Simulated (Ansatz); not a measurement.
# doublet [H2O2]+ at 6 levels

We compute a comparison of 6 runs (UB3LYP/6-31G*, U-r2SCAN/def2-TZVPP, UB2PLYP/def2-TZVPP, UBLYP/def2-TZVPP, USVWN5/def2-TZVPP, RPA@PBE0/def2-TZVPP) of doublet [H2O2]+. 

Program for the calculation: Ansatz 0.2.0.

38 further runs of the same task are left out: 38 set aside as unsound or not needed.

### Step 1. Starting point

[H2O2]+ has 4 atoms, charge +1, and is taken as a doublet. As SMILES of the parent species, `OO`. The shape is that of a PBE0-D4/def2-TZVP optimisation. That shape belongs to the parent species and isn't relaxed for this state.

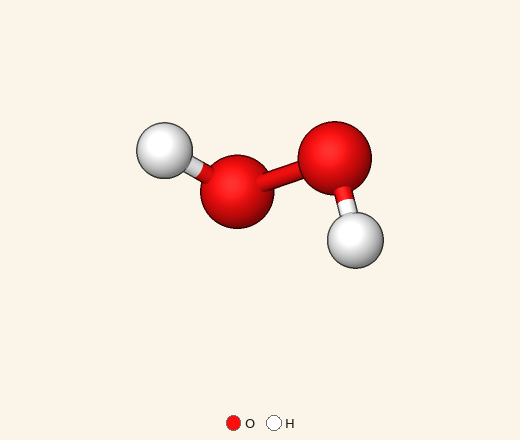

Viewed from a chosen angle; oxygen red, hydrogen white.

### Step 2. The energy at UB3LYP/6-31G(d) (spherical functions) (run 1)

job.yaml reads:

```yaml
crystal:
  periodic: [false, false, false]
  atoms:
    - symbol: O
      position_ang: [-0.486800, -0.581100, 0.030600]
    - symbol: O
      position_ang: [0.048300, 0.728400, 0.206900]
    - symbol: H
      position_ang: [0.186400, -1.117000, 0.467400]
    - symbol: H
      position_ang: [0.252100, 0.969800, -0.704900]
basis:
  gaussian:
    orbitals: 6-31G_st_-spherical.json
total_charge: 1
magnetization:
  spin_polarized: true
  initial_magnetization: 1
hamiltonian:
  xc: {name: B3LYP}
accuracy: high
output: {orbitals: {seedname: orbitals}}
```

The basis set 6-31G* is read from a file made from the Basis Set Exchange's data (not shown).

Command:

```console
ansatz run job.yaml --threads 1 --pin off --max-ram 3480MiB --events-out events.jsonl --progress --plain --runs-dir runs
```

The program printed:

```text
Warning: RAYON_NUM_THREADS=1 ignored (pool sized by the plan → 1); use --threads N
Functional definition: B3LYP
  name "B3LYP"
  parameter a0 = 0.2
  parameter ax = 0.72
  parameter ac = 0.81
  exchange = (1 - a0 - ax)*slater_x + ax*b88_x + a0*exact_x
  correlation = (1 - ac)*vwn_rpa_c + ac*lyp_c
617 factors; integrals over basis functions are off by at most 2.5e-9 eV
mean field evaluation 1: about -4107.5286 eV, gradient 3.5e1 eV
mean field evaluation 2: about -4107.7254 eV, gradient 3.5e1 eV
mean field evaluation 4: about -4111.9907 eV, gradient 1.1e0 eV
mean field evaluation 8: about -4112.0934 eV, gradient 1.3e-1 eV
mean field evaluation 16: about -4112.0935 eV, gradient 8.9e-5 eV
mean field evaluation 32: about -4111.9892 eV, gradient 5.1e0 eV
mean field -4112.09348842 eV, -151.1166484224 hartree, gradient 7.8e-8 eV, S^2 0.752901; 2 other end points of the search recorded, 0 dependent functions left out
reference -4112.09350697 eV, -151.1166491041 hartree; 9, 8 occupied and 23, 24 virtual orbitals, 617 factors
Total energy: -4112.09350697 eV, -151.1166491041 hartree
```

Run time: 2.1 s. Hardware: 1 thread of Arm Neoverse V2, shared host; peak memory 0.11 GiB.

### Step 3. The energy at U-r2SCAN/def2-TZVPP (run 2)

in.yaml reads:

```yaml
crystal:
  periodic: [false, false, false]
  atoms:
    - {symbol: O, position_ang: [-0.486800, -0.581100, 0.030600]}
    - {symbol: O, position_ang: [0.048300, 0.728400, 0.206900]}
    - {symbol: H, position_ang: [0.186400, -1.117000, 0.467400]}
    - {symbol: H, position_ang: [0.252100, 0.969800, -0.704900]}
basis:
  gaussian: {orbitals: def2-TZVPP}
total_charge: 1
magnetization: {spin_polarized: true, initial_magnetization: 1}
hamiltonian: {xc: {name: r2SCAN}}
accuracy: high
output: {orbitals: {seedname: orbitals}}
```

Command:

```console
ansatz run in.yaml --threads 1 --pin off --max-ram 3480MiB --events-out events.jsonl --progress --plain --runs-dir runs
```

The program printed:

```text
Warning: RAYON_NUM_THREADS=1 ignored (pool sized by the plan → 1); use --threads N
Functional definition: r2SCAN
  name "r2SCAN"
  parameter k0 = 0.174
  parameter k1 = 0.065
  parameter a1 = 4.9479
  exchange = r2scan_x(k0 = k0, k1 = k1, a1 = a1)
  correlation = r2scan_c
1537 factors; integrals over basis functions are off by at most 3.6e-9 eV
mean field evaluation 1: about -4106.9520 eV, gradient 4.2e1 eV
mean field evaluation 2: about -4105.7669 eV, gradient 4.6e1 eV
mean field evaluation 4: about -4112.4272 eV, gradient 6.8e-1 eV
mean field evaluation 8: about -4112.4280 eV, gradient 2.5e-2 eV
mean field evaluation 16: about -4112.4281 eV, gradient 6.9e-5 eV
mean field evaluation 32: about -4112.0774 eV, gradient 1.4e0 eV
mean field -4112.42805223 eV, -151.1289434156 hartree, gradient 1.9e-8 eV, S^2 0.754026; 2 other end points of the search recorded, 0 dependent functions left out
reference -4112.42805309 eV, -151.1289434473 hartree; 9, 8 occupied and 81, 82 virtual orbitals, 1537 factors
Total energy: -4112.42805309 eV, -151.1289434473 hartree
```

Run time: 8.4 s. Hardware: 1 thread of Arm Neoverse V2, shared host; peak memory 0.26 GiB.

### Step 4. A single-point energy at UB2PLYP/def2-TZVPP (run 3)

run.yaml reads:

```yaml
crystal:
  periodic: [false, false, false]
  atoms:
    - {symbol: O, position_ang: [-0.486800, -0.581100, 0.030600]}
    - {symbol: O, position_ang: [0.048300, 0.728400, 0.206900]}
    - {symbol: H, position_ang: [0.186400, -1.117000, 0.467400]}
    - {symbol: H, position_ang: [0.252100, 0.969800, -0.704900]}
basis:
  gaussian:
    orbitals: def2-TZVPP
total_charge: 1
magnetization:
  spin_polarized: true
  initial_magnetization: 1
hamiltonian:
  xc: {name: B2PLYP}
correlation:
  frozen_orbitals: {H: 0, O: 1}
accuracy: high
output: {orbitals: {seedname: orbitals}}
```

Command:

```console
ansatz run run.yaml --threads 1 --pin off --max-ram 3480MiB --events-out events.jsonl --progress --plain --runs-dir runs
```

The program printed:

```text
Warning: RAYON_NUM_THREADS=1 ignored (pool sized by the plan → 1); use --threads N
Functional definition: B2PLYP
  name "B2PLYP"
  parameter a = 0.53
  parameter c = 0.27
  exchange = (1 - a)*b88_x + a*exact_x
  correlation = (1 - c)*lyp_c + c*(mp2_os + mp2_ss)
1537 factors; integrals over basis functions are off by at most 3.6e-9 eV
mean field evaluation 1: about -4104.2368 eV, gradient 3.1e1 eV
mean field evaluation 2: about -4104.2903 eV, gradient 3.1e1 eV
mean field evaluation 4: about -4107.2886 eV, gradient 1.1e0 eV
mean field evaluation 8: about -4107.3006 eV, gradient 1.5e-1 eV
mean field evaluation 16: about -4107.3007 eV, gradient 1.9e-3 eV
mean field evaluation 32: about -4107.3237 eV, gradient 2.1e-8 eV
mean field -4107.32374397 eV, -150.9413635468 hartree, gradient 2.3e-8 eV, S^2 0.759851; 2 other end points of the search recorded, 0 dependent functions left out
2 core orbitals not correlated: weight in the atoms' cores, before any rotation towards them, 1.000 or more for the frozen orbitals, at most 0.000 for the correlated occupied ones
reference -4107.32375842 eV, -150.9413640779 hartree; 7, 6 occupied and 81, 82 virtual orbitals, 1537 factors
second order -15.55518364 eV of doubles, -0.00000000 eV of singles
Total energy: -4111.52365800 eV, -151.0957075407 hartree
```

Wall time 9.9 s (1 thread of Arm Neoverse V2, shared host); peak memory 0.24 GiB.

Runs 4 to 5 aren't shown in full; the table further down has their settings and results.

### Step 5. The energy at RPA@PBE0/def2-TZVPP (run 6)

run.yaml reads:

```yaml
crystal:
  periodic: [false, false, false]
  atoms:
    - symbol: O
      position_ang: [-0.486800, -0.581100, 0.030600]
    - symbol: O
      position_ang: [0.048300, 0.728400, 0.206900]
    - symbol: H
      position_ang: [0.186400, -1.117000, 0.467400]
    - symbol: H
      position_ang: [0.252100, 0.969800, -0.704900]
basis:
  gaussian:
    orbitals: def2-TZVPP
total_charge: 1
magnetization:
  spin_polarized: true
  initial_magnetization: 1
hamiltonian:
  xc: {name: PBE0}
correlation:
  method: rpa
  frozen_orbitals: {H: 0, O: 1}
accuracy: high
```

Command:

```console
ansatz run run.yaml --threads 1 --pin off --max-ram 3480MiB --events-out events.jsonl --progress --plain --runs-dir runs
```

The program printed:

```text
Warning: RAYON_NUM_THREADS=1 ignored (pool sized by the plan → 1); use --threads N
Functional definition: PBE0
  name "PBE0"
  parameter a = 0.25
  parameter kappa = 0.804
  parameter beta = 0.06672455060314922
  exchange = (1 - a)*pbe_x(kappa = kappa, mu = beta*pi^2/3) + a*exact_x
  correlation = pbe_c(beta = beta)
1537 factors; integrals over basis functions are off by at most 3.6e-9 eV
mean field evaluation 1: about -4105.5214 eV, gradient 3.8e1 eV
mean field evaluation 2: about -4105.5519 eV, gradient 3.8e1 eV
mean field evaluation 4: about -4109.9390 eV, gradient 1.6e0 eV
mean field evaluation 8: about -4109.9521 eV, gradient 1.5e-1 eV
mean field evaluation 16: about -4109.9522 eV, gradient 4.4e-4 eV
mean field evaluation 32: about -4109.8436 eV, gradient 5.3e0 eV
mean field -4109.95217122 eV, -151.0379564667 hartree, gradient 6.9e-8 eV, S^2 0.754495; 2 other end points of the search recorded, 0 dependent functions left out
2 core orbitals not correlated: weight in the atoms' cores, before any rotation towards them, 1.000 or more for the frozen orbitals, at most 0.000 for the correlated occupied ones
reference -4093.16887911 eV, -150.4211818579 hartree; 7, 6 occupied and 81, 82 virtual orbitals, 1537 factors
Total energy: -4111.77819624 eV, -151.1050616484 hartree
```

It took 8.7 s on 1 thread of Arm Neoverse V2, shared host; peak memory 0.31 GiB.

### Step 6. All runs side by side

| run | level | frozen core orbitals | energy (Eh) | HOMO energy (eV) | LUMO energy (eV) | ⟨S²⟩ | wall time |
| --- | --- | --- | --- | --- | --- | --- | --- |
| 1 | UB3LYP/6-31G* (spherical functions) | – | -151.116649 | -18.72 | -15.15 | 0.753 | 2.1 s |
| 2 | U-r2SCAN/def2-TZVPP | – | -151.128943 | -17.58 | -15.91 | 0.754 | 8.4 s |
| 3 | UB2PLYP/def2-TZVPP | 2 | -151.095708 | -20.47 | -12.68 | 0.760 | 9.9 s |
| 4 | UBLYP/def2-TZVPP | – | -151.194884 | -17.32 | -16.09 | 0.752 | 4.5 s |
| 5 | USVWN5/def2-TZVPP | – | -150.122232 | -17.50 | -16.51 | 0.751 | 2.4 s |
| 6 | RPA@PBE0/def2-TZVPP | 2 | -151.105062 | – | – | 0.754 | 8.7 s |

### Step 7. Summary of results

| quantity | value |
| --- | --- |
| run 6: total energy | -151.10506 Eh |
| run 6: RPA correlation energy (valence) | -683.9 mEh |
| run 6: ⟨S²⟩ of the reference determinant | 0.754 |

**Reading.** Totals of different functionals can't be ranked against each other. All runs together took 36 s, the longest 9.9 s.
